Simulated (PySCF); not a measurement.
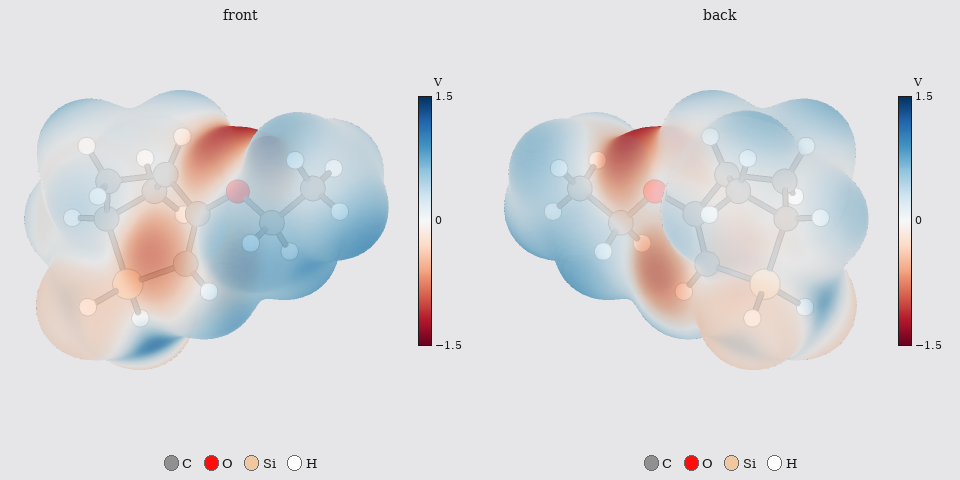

C$_{8}$H$_{14}$OSi. The molecular electrostatic potential painted on the density surface at 0.002 e/bohr³, seen from the front and from behind; red is negative and blue positive.

Geometry: GFN2-xTB.

The calculation used PBE0/pcSseg-1, SCF density, gas phase, non-relativistic in PySCF.

```yaml
atoms:
  - { symbol: C, position_ang: [3.8024, -0.1348, 0.6069] }
  - { symbol: C, position_ang: [2.5780, 0.2460, -0.2098] }
  - { symbol: O, position_ang: [1.4322, -0.2227, 0.4724] }
  - { symbol: C, position_ang: [0.2094, 0.0022, -0.0726] }
  - { symbol: C, position_ang: [-0.0624, 0.6365, -1.2195] }
  - { symbol: Si, position_ang: [-1.8495, 0.8019, -1.7300] }
  - { symbol: C, position_ang: [-2.6604, -0.0904, -0.2641] }
  - { symbol: C, position_ang: [-1.8840, -1.3945, -0.0318] }
  - { symbol: C, position_ang: [-0.8819, -0.5657, 0.7901] }
  - { symbol: C, position_ang: [-2.0135, 0.4508, 1.0189] }
  - { symbol: H, position_ang: [4.7021, 0.2123, 0.1067] }
  - { symbol: H, position_ang: [3.8516, -1.2142, 0.7222] }
  - { symbol: H, position_ang: [3.7460, 0.3156, 1.5942] }
  - { symbol: H, position_ang: [2.5195, 1.3371, -0.3274] }
  - { symbol: H, position_ang: [2.6271, -0.2093, -1.2089] }
  - { symbol: H, position_ang: [0.7342, 1.0377, -1.8266] }
  - { symbol: H, position_ang: [-2.2961, 2.1993, -1.7961] }
  - { symbol: H, position_ang: [-2.1485, 0.1055, -2.9878] }
  - { symbol: H, position_ang: [-3.7471, -0.1616, -0.2743] }
  - { symbol: H, position_ang: [-2.4262, -2.1044, 0.5931] }
  - { symbol: H, position_ang: [-1.4889, -1.9114, -0.9052] }
  - { symbol: H, position_ang: [-0.4381, -1.0349, 1.6689] }
  - { symbol: H, position_ang: [-1.7286, 1.5017, 1.0374] }
  - { symbol: H, position_ang: [-2.5888, 0.2170, 1.9149] }
```

Describe the electrostatic potential map.

The most negative region (about −1.1 V, or −25 kcal/mol for a unit charge) lies over O3, the most positive (about +0.8 V, or +18 kcal/mol for a unit charge) over C2, Si6 and H11. O3 is the likeliest acceptor of a hydrogen bond.

How polar is the molecule by this calculation?

Its dipole moment is 1.18 D.
